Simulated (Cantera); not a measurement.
A closed system holds: 1 mol Cu2O, 1.4 mol C, 2.7 mol H2, equilibrated at 0.120 bar.

Method: chemical equilibrium by Gibbs-energy minimisation in Cantera with the NASA 1993 tables (ideal gas, pure condensed phases). Candidate condensed phases: C, C6H6, C7H8, C8H18, Cu, CuO, Cu(OH)2, Cu2O, H2O; 113 gas species. Equilibrium is a limit: real reactors are often held back by kinetics, nucleation or transport.

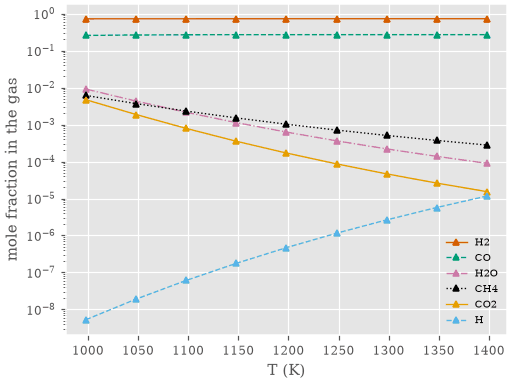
Equilibrium gas composition (values under 1e-9 drawn at 1e-9)

From 998 K to 1348 K the condensed part is C(graphite) + Cu(s). At 1398 K the condensed part is C(graphite) + Cu(l).
